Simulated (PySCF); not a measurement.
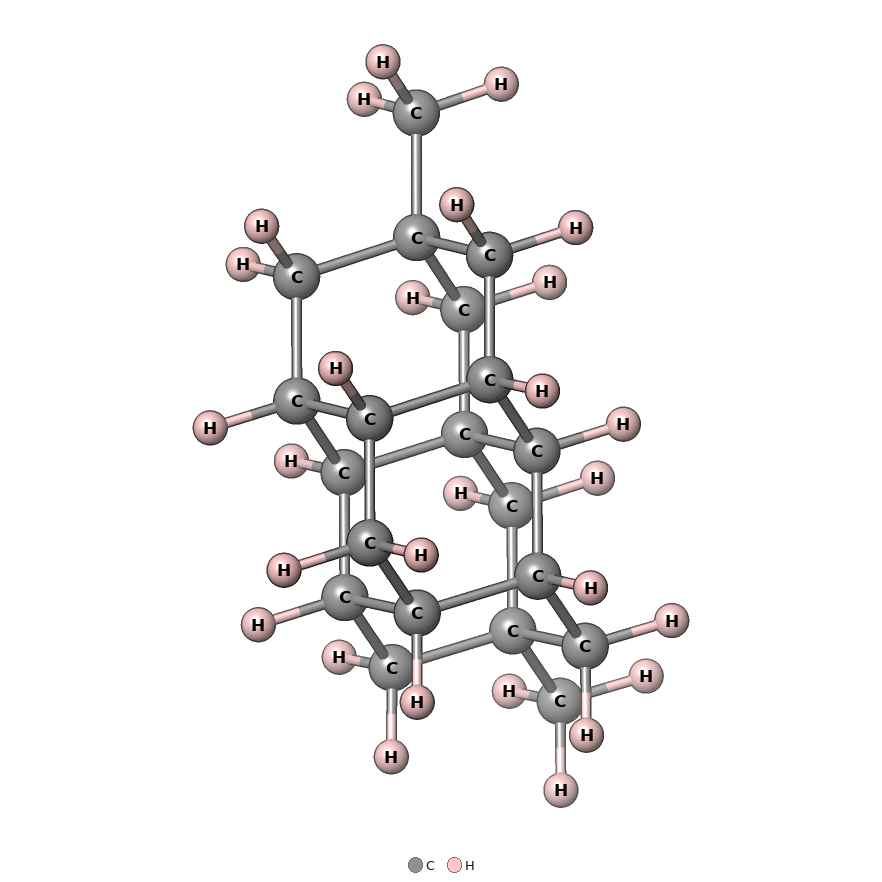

Orthographic view. Atoms fade into the background with distance from the viewer. The geometry was computed by an optimisation with GFN2-xTB. No frequency run is at hand to confirm it as a minimum.

Write the InChI string.

Answer. InChI=1S/C20H28/c1-18-4-12-10-3-11-14-6-19(2)7-15(11)17(13(10)5-18)20(8-18,9-19)16(12)14/h10-17H,3-9H2,1-2H3/t10-,11+,12-,13+,14+,15-,16-,17+,18+,19-,20+
